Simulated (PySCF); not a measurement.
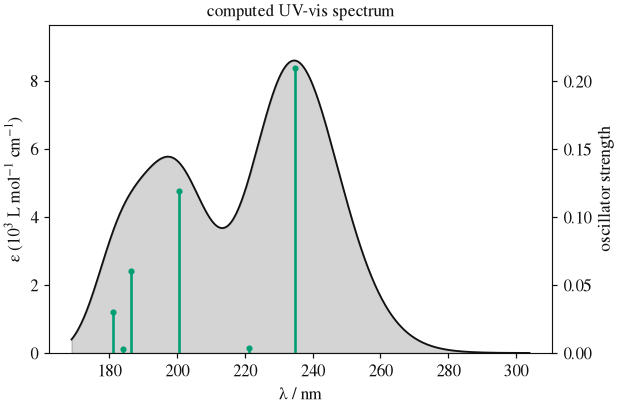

Computed absorption of C₆H₇ClF₂, SMILES CC/C=C(F)\C(Cl)=C/F. Vertical TDDFT excitations, PBE0/def2-SVPD with PySCF, at a GFN2-xTB geometry (no frequency check), gas phase. Only the first 6 singlet excitations are included; each is broadened by a Gaussian of 1/e half-width 0.40 eV. Sticks give oscillator strengths (right axis).

Which of the computed transitions is the brightest, and what character does the calculation give it?

Answer. S1 at 5.28 eV (235 nm), f = 0.210, mainly HOMO → LUMO (94 %).

List the transitions behind the spectrum.

Answer.
```
state  E (eV)  λ (nm)      f          main character
   S1    5.28     235  0.210      HOMO → LUMO (94 %)
   S2    5.61     221  0.003    HOMO → LUMO+1 (58 %)
   S3    6.18     201  0.119    HOMO−1 → LUMO (53 %)
   S4    6.65     186  0.061  HOMO−1 → LUMO+1 (79 %)
   S5    6.74     184  0.003    HOMO−2 → LUMO (87 %)
   S6    6.84     181  0.030    HOMO → LUMO+2 (89 %)
```

Known limits of this run: the tight-binding geometry is rougher than a DFT one and adds to the error; one conformer of a flexible molecule; core orbitals are frozen in the response.
